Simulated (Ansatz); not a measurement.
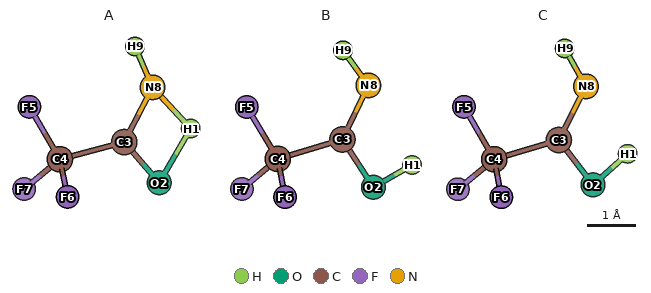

3 geometries from a converged minimum-energy path of C2H2F3NO, shuffled. The picture is a ball-and-stick view, seen at a tilt.

These are results of Ansatz 0.2.0, RKS PBE0/def2-SVP, not measurements. Set-up: 7 movable images; climbing image; force threshold 0.05 eV/Å; iteration limit 45; starting path through a guess of the saddle point.

Which frame is the top of the path?

Answer. A. In order along the path, whose images run from 0 to 8: B (image 1, +0.08 eV), C (image 2, +0.37 eV), A (image 4, +1.44 eV). A hydrogen atom shifts from one atom to another. Breaking: H1–O2 (0.97 → 1.32 at the top → 2.54 Å). Forming: H1–N8 (2.31 → 1.33 at the top → 1.01 Å).

The run took 3.1 min on 2 threads of Intel(R) Xeon(R) Platinum 8259CL CPU @ 2.50GHz (Skylake/Cascade Lake) (shared host), peak memory 0.27 GiB.
